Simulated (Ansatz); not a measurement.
## BN, response to strain

Base system: BN in the wurtzite structure (space group P6_3mc, No. 186; a = 2.555 Å, c = 4.225 Å).

Strains are applied to the cell and any free atomic positions relax.

Calculations: PBE in Ansatz (plane waves to 420 eV, PAW, scalar-relativistic without spin-orbit coupling).

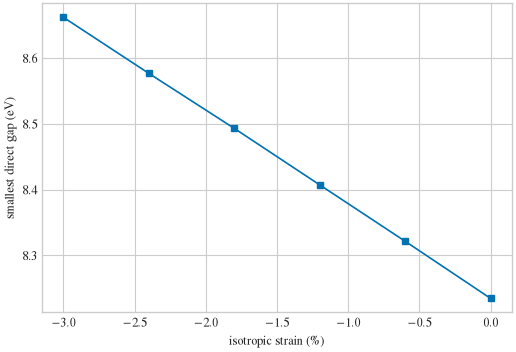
Smallest direct gap against isotropic strain

Question: From the plot, what is the smallest direct gap for isotropic strain −1.80 %?

Answer: About 8.49 eV.

Question: Is the trend monotonic over the range shown?

Answer: Yes, it falls throughout, spanning 8.23 eV to 8.66 eV.

Gaps are read on the SCF mesh and a high-symmetry path. No phonon test of stability was made.

Ansatz is an electronic-structure program.
